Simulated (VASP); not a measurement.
# MnCuAs: the relaxed cell at several levels, part 7 of 7

Wanted: equilibrium cells of MnCuAs at many levels, with their cost. The start is a computed cell from the Materials Project.

VASP 6.6.1, plane waves and PAW; the level of theory is named at each step.

Still holding for the runs below: The magnetic order is the lowest of the few collinear ones that converged above; longer or canted patterns were not tried. The k-mesh is coarse for a metal.

So far. Step 12 (Relaxation with PBE + D3(BJ)): It ends at 13.67 Å³/atom, -6.5 % from the start, with 0.04 GPa left. The conventional cell has a = 3.592 and c = 6.354 Å. The largest moment is 3.16 μB. Against plain PBE, the dispersion term moves a by -2.4 % and c by -1.0 %. Step 13 (Relaxation with r2SCAN + rVV10): It ends at 14.71 Å³/atom, +0.6 % from the start, with -0.03 GPa left. The conventional cell has a = 3.730 and c = 6.344 Å. The largest moment is 3.93 μB.

## Step 14: Relaxation with PBEsol + D3(BJ)

This step: PBEsol with D3(BJ), spin-polarised from an antiferromagnetic start; plane waves and PAW (Mn_pv, Cu, As) (VASP 6.6.1).

Contents of INCAR:

```
SYSTEM = MnCuAs
PREC = Accurate
ENCUT = 520
EDIFF = 1E-06
NELM = 100
ISMEAR = -1
SIGMA = 0.05
LREAL = .FALSE.
ALGO = Normal
GGA = PS
IVDW = 12
NBANDS = 38
ISPIN = 2
MAGMOM = 3.21 -3.21 0 -0 0.01 -0.01
LASPH = .TRUE.
LMAXMIX = 4
LORBIT = 11
LWAVE = .FALSE.
LCHARG = .FALSE.
KPAR = 8
IBRION = 2
NSW = 60
ISIF = 3
EDIFFG = -0.01
```

Contents of POSCAR:

```
MnCuAs
1.0
    3.6994910000      0.0000000000      0.0000000000
    0.0000000000      3.6994910000      0.0000000000
    0.0000000000      0.0000000000      6.4084220000
Mn Cu As
2 2 2
Direct
    0.0000000000      0.5000000000      0.1640200000
    0.5000000000      0.0000000000      0.8359800000
    0.0000000000      0.0000000000      0.5000000000
    0.5000000000      0.5000000000      0.5000000000
    0.0000000000      0.5000000000      0.7762460000
    0.5000000000      0.0000000000      0.2237540000
```

Contents of KPOINTS:

```
Automatic mesh
0
Gamma
5 5 3
0 0 0
```

PAW data sets: Mn_pv, Cu and As (PBE family, release 64).

On the command line:

```console
$ mpirun -np 8 vasp_std
```

Numbers of over 12 decimals in the logs are rounded to 6 here.

The log of the run:

```text
[... set-up lines as in an earlier step ...]
 entering main loop
       N       E                     dE             d eps       ncg     rms          rms(c)
[... 16 cycles as in an earlier step ...]
   1 F= -.40844551E+02 E0= -.40835586E+02  d E =-.408446E+02  mag=     0.0000
[... from here on, the cycles between the ionic steps are left out ...]
   2 F= -.41190285E+02 E0= -.41182636E+02  d E =-.345734E+00  mag=    -0.0000
   3 F= -.41213375E+02 E0= -.41205696E+02  d E =-.368824E+00  mag=    -0.0000
   4 F= -.41252697E+02 E0= -.41245175E+02  d E =-.393220E-01  mag=     0.0000
   5 F= -.41262389E+02 E0= -.41254969E+02  d E =-.490142E-01  mag=    -0.0000
   6 F= -.41279642E+02 E0= -.41272863E+02  d E =-.172531E-01  mag=     0.0000
   7 F= -.41279663E+02 E0= -.41272919E+02  d E =-.172736E-01  mag=     0.0000
   8 F= -.41279661E+02 E0= -.41272928E+02  d E =-.172717E-01  mag=    -0.0000
   9 F= -.41280471E+02 E0= -.41273777E+02  d E =-.810393E-03  mag=     0.0000
  10 F= -.41280471E+02 E0= -.41273779E+02  d E =-.810304E-03  mag=     0.0000
  11 F= -.41280723E+02 E0= -.41274050E+02  d E =-.252123E-03  mag=    -0.0000
 trial-energy change:   -0.000252  1 .order   -0.000244   -0.000508    0.000020
 step:   1.0986(harm=  1.0950)  dis= 0.00312  next Energy=   -41.280724 (dE=-0.252E-03)
 reached required accuracy - stopping structural energy minimisation
```

Elapsed: 79 s, on 8 MPI ranks of Intel Xeon 6975P-C (Granite Rapids), shared host; peak memory 2.5 GiB.

OUTCAR, selected parts (step 14):

```text
 Edisp (eV)   -2.71511

 Edisp (eV)   -2.71046

  Total       0.00621     0.00621     0.01450     0.00000     0.00000     0.00000
  in kB       0.12837     0.12837     0.29976     0.00000     0.00000     0.00000
  external pressure =        0.19 kB  Pullay stress =        0.00 kB

 POSITION                                       TOTAL-FORCE (eV/Angst)
 -----------------------------------------------------------------------------------
      3.51394      1.75697      0.93095        -0.000000      0.000000      0.008363
      1.75697      0.00000      5.34364         0.000000     -0.000000     -0.008363
     -0.00000      0.00000      3.13729        -0.000000     -0.000000      0.000000
      1.75697      1.75697      3.13729        -0.000000      0.000000      0.000000
     -0.00000      1.75697      4.87906         0.000000     -0.000000     -0.007352
      1.75697      3.51394      1.39552        -0.000000      0.000000      0.007352
 -----------------------------------------------------------------------------------
    total drift:                                0.000000     -0.000000      0.000000

  FREE ENERGIE OF THE ION-ELECTRON SYSTEM (eV)
  ---------------------------------------------------
  free  energy   TOTEN  =       -41.2807234760 eV

  energy  without entropy=      -41.2673762422  energy(sigma->0) =      -41.27404986

 magnetization (x)
# of ion       s       p       d       tot
------------------------------------------
    1        0.029   0.036   2.813   2.877
    2       -0.029  -0.036  -2.813  -2.877
    3        0.000   0.000   0.000   0.000
    4        0.000   0.000   0.000   0.000
    5       -0.007   0.023  -0.004   0.012
    6        0.007  -0.023   0.004  -0.012
--------------------------------------------------
tot         -0.000   0.000   0.000  -0.000

[... 2 parts as in an earlier step ...]

[... 2 further parts left out ...]
[key lines of the parts left out:]
E-fermi :   9.2728
```

Spin moment in the PAW sphere by atom:

```csv
atom,spin moment in the PAW sphere (μB)
Mn1,2.88
Mn2,-2.88
Cu3,0.00
Cu4,0.00
As5,0.01
As6,-0.01
```

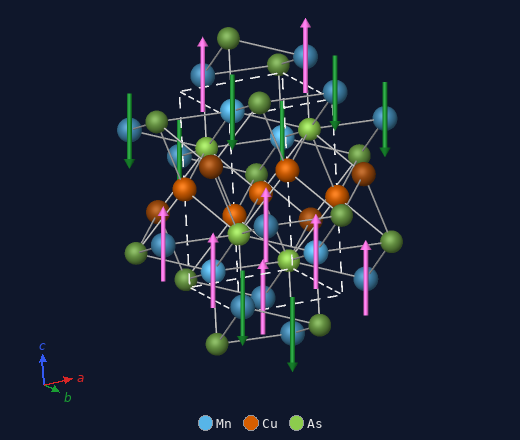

Spin moment in the PAW sphere as arrows, the longest 2.88 μB. Up and down stand for the sign. Arrows give size and sign along the axis of quantisation, drawn up and down the page. The two directions have two colours. Some periodic images of atoms are drawn too.

It ends at 12.91 Å³/atom, -11.7 % from the start, with 0.02 GPa left. The conventional cell has a = 3.514 and c = 6.275 Å. The largest moment is 2.88 μB. Against plain PBEsol, the dispersion term moves a by -1.9 % and c by -0.9 %.

## Step 15: Relaxation with PBE + TS

This step: PBE with TS, spin-polarised from an antiferromagnetic start; plane waves and PAW (Mn_pv, Cu, As) (VASP 6.6.1).

The Tkatchenko-Scheffler scheme scales free-atom polarisabilities by Hirshfeld volumes.

INCAR: that of step 14 with these lines changed.

```diff
@@ -9,4 +9,4 @@
 ALGO = Normal
-GGA = PS
-IVDW = 12
+GGA = PE
+IVDW = 20
 NBANDS = 38
```

POSCAR is that of step 14.

KPOINTS is that of step 14.

On the command line:

```console
$ mpirun -np 8 vasp_std
```

The log of the run:

```text
[... set-up lines as in an earlier step ...]
 entering main loop
       N       E                     dE             d eps       ncg     rms          rms(c)
[... 16 cycles as in an earlier step ...]
 augmentation electrons   57.984708
 total        electrons   57.984708
 augmentation electrons  1.162264728904461E-016
 total        electrons  1.162264728904461E-016
 augmentation electrons   201.429652250613
 total        electrons   201.429652250613
 augmentation electrons   195.001672810613
 total        electrons   195.001672810613
 augmentation electrons   27.225114
 soft         electrons   30.759600
 total        electrons   57.984713
 augmentation electrons  4.163336342344337E-017
 total        electrons  4.163336342344337E-017
 translations:           2           2           1
   1 F= -.38208880E+02 E0= -.38199834E+02  d E =-.382089E+02  mag=     0.0000
[... from here on, the cycles between the ionic steps are left out ...]
   2 F= -.38376006E+02 E0= -.38368152E+02  d E =-.167126E+00  mag=     0.0000
   3 F= -.38379881E+02 E0= -.38372010E+02  d E =-.171001E+00  mag=     0.0000
[...]
5 F= -.38401926E+02 E0= -.38394619E+02  d E =-.220450E-01  mag=     0.0000
   6 F= -.38413217E+02 E0= -.38406206E+02  d E =-.112908E-01  mag=    -0.0000
   7 F= -.38414097E+02 E0= -.38407181E+02  d E =-.121711E-01  mag=     0.0000
   8 F= -.38413584E+02 E0= -.38406870E+02  d E =-.116586E-01  mag=     0.0000
   9 F= -.38414255E+02 E0= -.38407388E+02  d E =-.123291E-01  mag=     0.0000
  10 F= -.38415225E+02 E0= -.38408494E+02  d E =-.969786E-03  mag=     0.0000
  11 F= -.38415385E+02 E0= -.38408618E+02  d E =-.113006E-02  mag=     0.0000
  12 F= -.38415349E+02 E0= -.38408587E+02  d E =-.109399E-02  mag=     0.0000
  13 F= -.38415326E+02 E0= -.38408562E+02  d E =-.107118E-02  mag=    -0.0000
  14 F= -.38415490E+02 E0= -.38408726E+02  d E =-.163798E-03  mag=     0.0000
  15 F= -.38415485E+02 E0= -.38408721E+02  d E =-.158558E-03  mag=     0.0000
  16 F= -.38415510E+02 E0= -.38408762E+02  d E =-.256618E-04  mag=     0.0000
  17 F= -.38415511E+02 E0= -.38408757E+02  d E =-.259009E-04  mag=     0.0000
  18 F= -.38415564E+02 E0= -.38408816E+02  d E =-.536756E-04  mag=     0.0000
 trial-energy change:   -0.000054  1 .order   -0.000012   -0.000024    0.000001
 step:   1.0419(harm=  0.9986)  dis= 0.00082  next Energy=   -38.415564 (dE=-0.537E-04)
 reached required accuracy - stopping structural energy minimisation
```

Run time: 2.5 min. Hardware: 8 MPI ranks; peak memory 2.5 GiB; 20 min of CPU time.

OUTCAR, selected parts (step 15):

```text
  Edisp (eV):   -3.30244

  Total      -0.00286    -0.00286    -0.01110     0.00000     0.00000     0.00000
  in kB      -0.05688    -0.05688    -0.22090     0.00000     0.00000     0.00000
  external pressure =       -0.11 kB  Pullay stress =        0.00 kB

 POSITION                                       TOTAL-FORCE (eV/Angst)
 -----------------------------------------------------------------------------------
      3.57705      1.78853      0.94864         0.000000      0.000000     -0.002620
      1.78853     -0.00000      5.34313        -0.000000     -0.000000      0.002620
     -0.00000      3.57705      3.14589        -0.000000      0.000000      0.000000
      1.78853      1.78853      3.14589         0.000000      0.000000      0.000000
      3.57705      1.78853      4.88464        -0.000000     -0.000000      0.000924
      1.78853     -0.00000      1.40714         0.000000      0.000000     -0.000924
 -----------------------------------------------------------------------------------
    total drift:                                0.000000      0.000000      0.000000

  FREE ENERGIE OF THE ION-ELECTRON SYSTEM (eV)
  ---------------------------------------------------
  free  energy   TOTEN  =       -38.4155643395 eV

  energy  without entropy=      -38.4020671523  energy(sigma->0) =      -38.40881575

 magnetization (x)
# of ion       s       p       d       tot
------------------------------------------
    1        0.032   0.038   3.027   3.097
    2       -0.032  -0.038  -3.027  -3.097
    3        0.000   0.000   0.000   0.000
    4        0.000   0.000   0.000   0.000
    5       -0.009   0.024  -0.003   0.012
    6        0.009  -0.024   0.003  -0.012
--------------------------------------------------
tot          0.000   0.000   0.000   0.000

[... 2 parts as in an earlier step ...]

[... 2 further parts left out ...]
[key lines of the parts left out:]
E-fermi :   9.0505
```

Spin moment in the PAW sphere by atom:

```csv
atom,spin moment in the PAW sphere (μB)
Mn1,3.10
Mn2,-3.10
Cu3,0.00
Cu4,0.00
As5,0.01
As6,-0.01
```

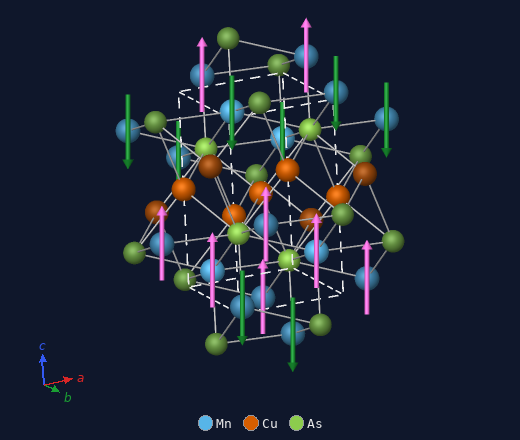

Spin moment in the PAW sphere as arrows, the longest 3.10 μB. Up and down stand for the sign. Arrows give size and sign along the axis of quantisation, drawn up and down the page. The two directions have two colours. Some periodic images of atoms are drawn too.

It ends at 13.42 Å³/atom, -8.2 % from the start, with -0.01 GPa left. The conventional cell has a = 3.577 and c = 6.292 Å. The largest moment is 3.10 μB. Against plain PBE, the dispersion term moves a by -2.8 % and c by -2.0 %.

## Step 16: The cells as a table

This step: relaxed cells at several levels; plane waves and PAW (VASP 6.6.1).

This step runs nothing: it gathers the runs above.

Lengths are those of the conventional cell; cost is the wall time of each run, as given at its step, times its ranks, without the set-up around it. Results by level, by row:

```csv
level,volume (Å³/atom),change from the start (%),a (Å),c (Å),largest site moment (μB),cost (core minutes)
LDA,12.78,-12.6,3.494,6.281,2.565,9.47
PBEsol,13.55,-7.3,3.583,6.331,3.098,14.4
PBE,14.5,-0.8,3.681,6.421,3.404,8.53
r2SCAN,14.96,2.3,3.765,6.332,3.985,36.4
PBE + D3(BJ),13.67,-6.5,3.592,6.354,3.164,12.5
r2SCAN + rVV10,14.71,0.6,3.73,6.344,3.932,71.7
PBEsol + D3(BJ),12.91,-11.7,3.514,6.275,2.877,10.5
PBE + TS,13.42,-8.2,3.577,6.292,3.097,19.9
```

## Step 17: Summary of results

```json
{
 "volume, LDA": "12.78 Å³/atom",
 "volume, PBEsol": "13.55 Å³/atom",
 "volume, PBE": "14.50 Å³/atom",
 "volume, r2SCAN": "14.96 Å³/atom",
 "volume, PBE + D3(BJ)": "13.67 Å³/atom",
 "volume, r2SCAN + rVV10": "14.71 Å³/atom",
 "volume, PBEsol + D3(BJ)": "12.91 Å³/atom",
 "volume, PBE + TS": "13.42 Å³/atom"
}
```

**Reading.** For MnCuAs the levels give volumes between 12.78 Å³/atom (LDA) and 14.96 Å³/atom (r2SCAN), a spread of 17.1 %, while the cost of the finished runs spans a factor of 8.4. The costs hold the number of ionic steps as well as the price of the functional. Adding D3(BJ) to PBE changes the volume by -5.7 % (a by -2.4 % and c by -1.0 %). Adding rVV10 to r2SCAN changes the volume by -1.7 % (a by -0.9 % and c by +0.2 %). Adding D3(BJ) to PBEsol changes the volume by -4.7 % (a by -1.9 % and c by -0.9 %). Within 0.02 Å all end in space group P4/nmm; the runs can't lower the symmetry of the start. The k-sampling is coarse for a metal, so the Fermi level, moments, pressures and the shape of the cell carry errors. Only a few collinear orders were tried, on the cell as listed. The largest site moment differs between levels, from 2.56 μB (LDA) to 3.98 μB (r2SCAN); larger moments and larger volumes go together in magnets, so the two can't be judged apart. Each is a single relaxation on the plane waves of the start cell, so larger changes of volume carry a basis-set error that was not tested here. Zero-point and thermal expansion are not included.

[Lines on the potential files, build, host, timing and source positions are cut from VASP's logs without a mark.]

[Logs are printed without paths, hosts, clocks, repeated set-up lines and the standing remarks that a program may print on its own settings, such as how far it seeks lower states.]

[Hosts, paths, dates, database ids (printed as entryN), source tags and the programs' standing remarks are cut or masked in the printed files.]

[A measured line is paired with the nearest computed mode of its activity, which favours agreement.]
